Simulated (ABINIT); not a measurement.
# CdS (Hawleyite): G0W0 with and without spin-orbit coupling

Wanted: the effect of spin-orbit coupling on the quasiparticle gap of CdS (Hawleyite).

Main program and level: ABINIT 10.8.3; PBE and many-body steps on it, plane waves.

**What was measured.**

- Gap 2.42 eV: optical gap from inflexion point of photoacoustic spectrum, as-grown film; photoacoustic spectroscopy; film (as-grown chemical bath deposited film, about 0.25 um thick, deposited at 80 C) (“Study of the band--gap shift in CdS films: Influence of thermal annealing in different atmospheres”, 1995, arxiv:cond-mat/9501125).

Most raw output is cut from this account.

## Step 1: The structure

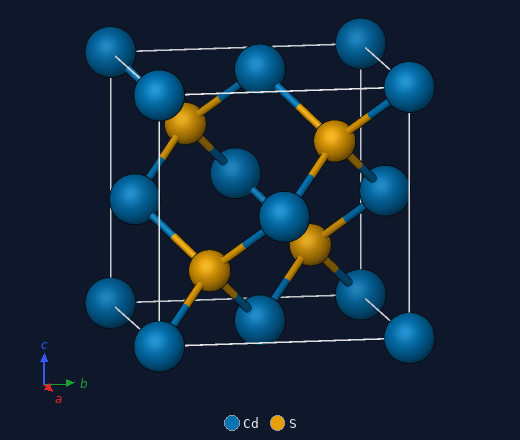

Start, viewed slightly off an axis; cadmium blue, sulfur orange. This picture shows the conventional cell, with its axes. Bonds to atoms that aren't drawn are left out. Some periodic images of atoms are drawn too.

The cell and positions come from the Crystallography Open Database and are kept as given unless a step says otherwise.

## Step 2: Empty states on the mesh, 4×4×4 mesh, 51 bands

This step: ABINIT 10.8.3; DFT, PBE, plane waves, norm-conserving pseudopotentials.

The sums over transitions need many empty states on a uniform mesh; this step solves for them.

File run.abi:

```
acell 3*1.0 Angstrom
rprim 
  -0.000000000000 2.916500000000 2.916500000000
  2.916500000000 -0.000000000000 2.916500000000
  2.916500000000 2.916500000000 -0.000000000000
ntypat 2
znucl 48 16
natom 2
typat 1 2
xred 
  0.000000000000 0.000000000000 0.000000000000
  0.250000000000 0.250000000000 0.250000000000
pp_dirpath "pseudos"
pseudos "Cd.upf, S.upf"
ecut 47
ngkpt 4 4 4
nshiftk 1
shiftk 0 0 0
kptopt 1
chksymbreak 0
iscf -2
irdden 1
istwfk *1
nband 51
nbdbuf 4
tolwfr 1e-09
nstep 60
prtvol 0
indata_prefix "in"
outdata_prefix "out"
tmpdata_prefix "tmp"
```

Command:

```bash
$ OMP_NUM_THREADS=1 mpirun -n 4 abinit run.abi > log
```

It took 15 s on 4 MPI ranks of Arm Neoverse V2, shared host; peak memory 0.31 GiB; 61 s of CPU time.

This step gave:

```
gap                                                           : 1.145 eV
k of the valence top                                          : 0, 0, 0
k of the conduction bottom                                    : 0, 0, 0
least direct gap                                              : 1.145 eV
k points computed                                             : 8
lowest point of the top converged band, above the valence top : 38.48 eV
```

On this mesh the gap is 1.145 eV.

The density comes from a self-consistent run that is not shown.

## Step 3: Screening, 4×4×4 mesh, 47 bands, screening to 98 eV

The RPA dielectric matrix is built and inverted for each q.

This step: RPA screening on PBE, plane waves, norm-conserving pseudopotentials.

run.abi: that of step 2 with these lines changed.

```diff
@@ -20,10 +20,11 @@
 chksymbreak 0
-iscf -2
-irdden 1
 istwfk *1
-nband 51
-nbdbuf 4
-tolwfr 1e-09
-nstep 60
-prtvol 0
+occopt 1
+irdwfk 1
+optdriver 3
+nband 47
+ecuteps 3.6
+inclvkb 0
+awtr 1
+symchi 1
 indata_prefix "in"
```

The job ended after 8.6 s (4 MPI ranks; peak memory 0.71 GiB).

This step gave:

* ε∞ with local fields, on this mesh, along the program's q direction: 11.84
* the same without local fields: 12.67
* plasma frequency: 26.88 eV
* plane waves in the screening matrix: 113

Local fields lower ε∞ by 7 %. On a Γ-centred mesh this coarse the value itself is usually too large, while a short band sum pulls it down.

## Step 4: Scalar-relativistic

The self-energy is evaluated for the states that the input lists, and the levels follow from it, in one-shot runs by the linearised quasiparticle equation.

This step: G0W0 on PBE, plane waves, norm-conserving pseudopotentials.

run.abi: that of step 3 with these lines changed.

```diff
@@ -23,8 +23,15 @@
 irdwfk 1
-optdriver 3
+optdriver 4
 nband 47
+gwcalctyp 0
+ecutsigx 47
+symsigma 1
+nkptgw 1
+kptgw 
+  0.0000000000 0.0000000000 0.0000000000
+bdgw 
+  11 17
 ecuteps 3.6
-inclvkb 0
-awtr 1
-symchi 1
+irdscr 1
+ppmodel 1
 indata_prefix "in"
```

Elapsed: 3 s, on 4 MPI ranks; peak memory 0.23 GiB.

Numbers from this step:

```yaml
g0w0_gap_on_the_points_computed: 2.041 eV
starting_gap_on_the_mesh: 1.145 eV
k_of_the_valence_top: 0, 0, 0
k_of_the_conduction_bottom: 0, 0, 0
z_at_the_valence_top: 0.786
z_at_the_conduction_bottom: 0.817
least_direct_g0w0_gap_on_the_computed_points: 2.041 eV
```

The gap on the mesh goes from 1.14 eV to 2.04 eV, a correction of +0.90 eV.

## Step 5: Empty states on the mesh, 4×4×4 mesh, 102 bands

This step: DFT, PBE with spin-orbit coupling, plane waves, norm-conserving pseudopotentials.

run.abi: that of step 4 with these lines changed.

```diff
@@ -15,2 +15,3 @@
 ecut 47
+nspinor 2
 ngkpt 4 4 4
@@ -20,18 +21,10 @@
 chksymbreak 0
+iscf -2
+irdden 1
 istwfk *1
-occopt 1
-irdwfk 1
-optdriver 4
-nband 47
-gwcalctyp 0
-ecutsigx 47
-symsigma 1
-nkptgw 1
-kptgw 
-  0.0000000000 0.0000000000 0.0000000000
-bdgw 
-  11 17
-ecuteps 3.6
-irdscr 1
-ppmodel 1
+nband 102
+nbdbuf 8
+tolwfr 1e-09
+nstep 60
+prtvol 0
 indata_prefix "in"
```

Wall time 83 s (4 MPI ranks); peak memory 0.46 GiB.

This step gave:

* gap: 1.129 eV
* k of the valence top: 0, 0, 0
* k of the conduction bottom: 0, 0, 0
* least direct gap: 1.129 eV
* k points computed: 8
* lowest point of the top converged band, above the valence top: 38.46 eV

On this mesh the gap is 1.129 eV.

The density comes from a self-consistent run that is not shown, made with spin-orbit coupling and fully relativistic files.

## Step 6: Screening, 4×4×4 mesh, 94 bands, screening to 98 eV

This step: RPA screening on PBE with spin-orbit coupling, plane waves, norm-conserving pseudopotentials.

run.abi: that of step 5 with these lines changed.

```diff
@@ -21,10 +21,11 @@
 chksymbreak 0
-iscf -2
-irdden 1
 istwfk *1
-nband 102
-nbdbuf 8
-tolwfr 1e-09
-nstep 60
-prtvol 0
+occopt 1
+irdwfk 1
+optdriver 3
+nband 94
+ecuteps 3.6
+inclvkb 0
+awtr 1
+symchi 1
 indata_prefix "in"
```

Wall time 77 s (4 MPI ranks); peak memory 1.9 GiB; 5.1 min of CPU time.

This step gave:

- ε∞ with local fields, on this mesh, along the program's q direction: 11.87
- the same without local fields: 12.69
- plasma frequency: 26.88 eV
- plane waves in the screening matrix: 113

## Step 7: With spin-orbit coupling

This step: G0W0 on PBE with spin-orbit coupling, plane waves, norm-conserving pseudopotentials.

run.abi: that of step 6 with these lines changed.

```diff
@@ -24,8 +24,15 @@
 irdwfk 1
-optdriver 3
+optdriver 4
 nband 94
+gwcalctyp 0
+ecutsigx 47
+symsigma 0
+nkptgw 1
+kptgw 
+  0.0000000000 0.0000000000 0.0000000000
+bdgw 
+  23 30
 ecuteps 3.6
-inclvkb 0
-awtr 1
-symchi 1
+irdscr 1
+ppmodel 1
 indata_prefix "in"
```

Wall time 40 s (4 MPI ranks); peak memory 1.7 GiB; 2.7 min of CPU time.

This step gave:

| Quantity | Value |
| --- | --- |
| G0W0 gap on the points computed | 2.021 eV |
| starting gap on the mesh | 1.129 eV |
| k of the valence top | 0, 0, 0 |
| k of the conduction bottom | 0, 0, 0 |
| Z at the valence top | 0.786 |
| Z at the conduction bottom | 0.817 |
| least direct G0W0 gap on the computed points | 2.021 eV |

Against G0W0 in ABINIT (4×4×4 mesh, 47 bands, screening to 98 eV, Godby-Needs plasmon pole), the gap moves by −0.020 eV.

## Step 8: The runs together

Times are wall times on 4 MPI ranks of Arm Neoverse V2, shared host, good to a factor of about two. A run's time includes the screening step that it read.

| run | mesh | bands | screening cutoff (eV) | DFT gap (eV) | gap on the mesh (eV) | direct (eV) | ε∞ used | time |
| --- | --- | --- | --- | --- | --- | --- | --- | --- |
| scalar-relativistic | 4×4×4 | 47 | 98 | 1.145 | 2.041 | 2.041 | 11.84 | 12 s |
| with spin-orbit coupling | 4×4×4 | 94 | 98 | 1.129 | 2.021 | 2.021 | 11.87 | 2 min |

## Step 9: What came out

| Quantity | Value |
| --- | --- |
| scalar-relativistic | 2.041 eV |
| with spin-orbit coupling | 2.021 eV |
| known limits | not at the basis limit; screening head approximate; no spin-orbit coupling in some runs; coarse k mesh |

What this shows: With spin-orbit coupling: −0.020 eV against scalar-relativistic, −0.016 eV of it in the start. Against experiment, by with spin-orbit coupling: the gap of 2.02 eV lies −0.40 eV from the measured 2.42 eV (optical, 1995). An exciton line or allowed optical edge lies below the quasiparticle gap by the binding energy; a forbidden edge can push the onset above it. These are gaps on the mesh, at modest bands and cutoff. The calculation has static nuclei and no excitons; a measured gap holds zero-point and thermal motion, which mostly lowers it. Against the values above the computed gap that would widen the miss. A likelier cause is too strong a screening: the start's gap is only 1.13 eV, the mesh is coarse, and one shot does not repair that. Bands and cutoff are finite, so the gap is not at the basis limit. The miss can reach some tenths of an eV and take either sign; the mesh is an error of its own. In the first G0W0 run levels were corrected at 1 k point alone, so a gap called «on the mesh» is the least over those, and an edge elsewhere would be missed. The 4×4×4 mesh is coarse for this cell, which bears on the long-range parts of exchange and screening. The long-wavelength limit of the screening leaves out the non-local commutator, which shifts ε∞.

[Paths, hosts, dates, memory and timing lines, banners, echoed tables and standing remarks are left out of the program output.]

[Logs are printed without paths, hosts, clocks, repeated set-up lines and the standing remarks that a program may print on its own settings, such as how far it seeks lower states.]

[Runs of the session that timed out or met a known fault of the program may be left out.]

[No measured gap is set beside runs whose start may be inverted or whose files or cutoffs have a known fault.]

[Hosts, paths, dates, database ids (printed as entryN), source tags and the programs' standing remarks are cut or masked in the printed files.]

[G0W0 gaps are taken among the corrected bands and points alone; a level outside them can change the order at an edge.]

[Where Ansatz stands beside ABINIT at settings called matched, ABINIT's density can come from a denser mesh and the files from another edition; pairs whose starting gaps differed by over 0.03 eV were left out, so agreement reads better than it is.]
